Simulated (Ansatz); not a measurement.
# H4OSi2: what the fields show

Input

```
basis:
  gaussian: {orbitals: def2-TZVPD}
crystal:
  periodic: [false, false, false]
  atoms:
    - {symbol: O, position_ang: [0.682672, -0.085816, -0.687203]}
    - {symbol: Si, position_ang: [1.312165, -1.582224, -1.065281]}
    - {symbol: Si, position_ang: [-0.388462, 0.701529, 0.329230]}
    - {symbol: H, position_ang: [-1.033762, -0.284489, 1.248060]}
    - {symbol: H, position_ang: [-1.424862, 1.378508, -0.500558]}
    - {symbol: H, position_ang: [0.361794, 1.718405, 1.119225]}
    - {symbol: H, position_ang: [0.517893, -2.410434, -0.012892]}
hamiltonian: {xc: pbe0}
output: {forces: true, orbitals: {seedname: orbitals}}
```

Command:

```sh
ansatz run input.yaml --threads 1 --pin off --max-ram 2610MiB --events-out events.jsonl --progress --plain --runs-dir runs
```

Geometry: PBE0-D3(BJ)/def2-SVP.

Computed with isolated molecule in a Gaussian basis; Kohn-Sham density functional theory, functional PBE0 (Ansatz).

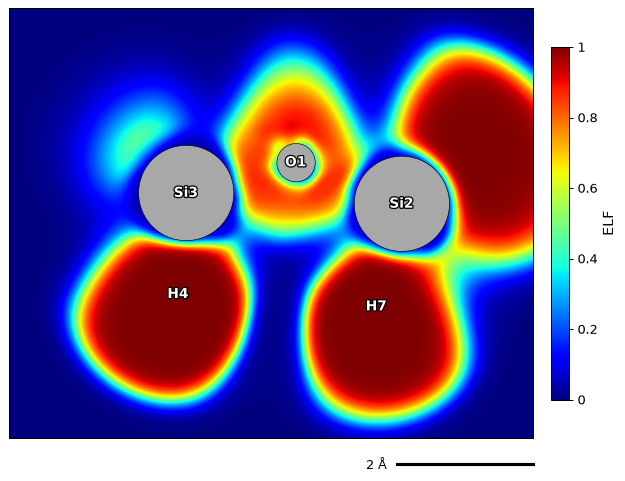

Figure 1. ELF on the plane of atoms O1, Si2 and H7. Grey discs cover the atomic cores.

### What does the map show?

The section cuts through O, Si and H sites.
Si–O (1.67 Å): the ELF peaks at about 0.85 between the atoms: a shared but strongly polarised pair.
Si–H (1.49 Å): the ELF climbs to about 1 towards the hydrogen, as it does in any bond to H.
The ELF also peaks beside Si2 and O1, away from the bonds: lone-pair regions.

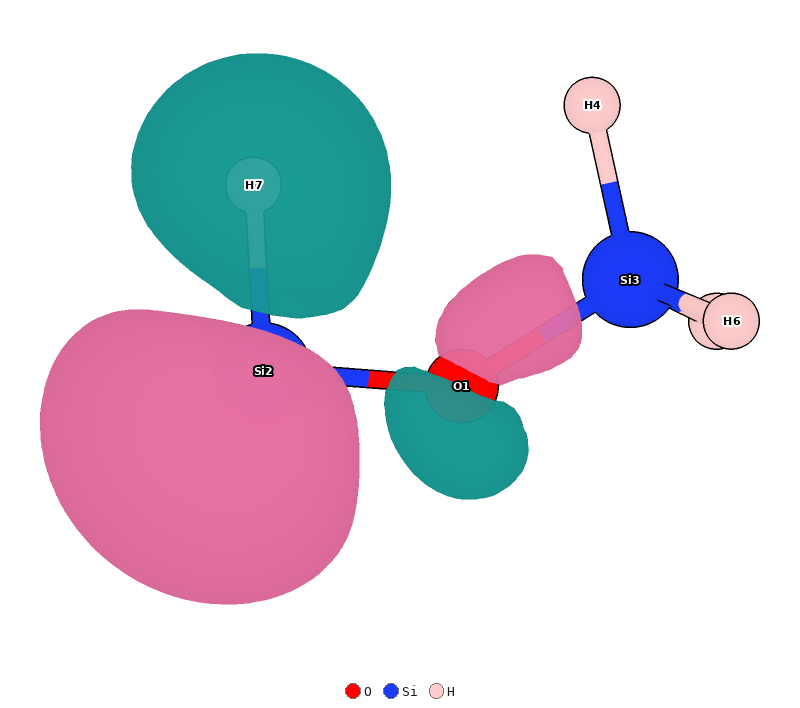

Figure 2. The HOMO at ±0.1 Å⁻³ᐟ² (teal and pink are the two phases), seen across its widest extent.

### Describe this orbital and give its energy.

Its weight (Hirshfeld) is mainly on Si2 (about 70 %), H7 (about 20 %) and O1 (about 5 %). Its energy is −6.62 eV.
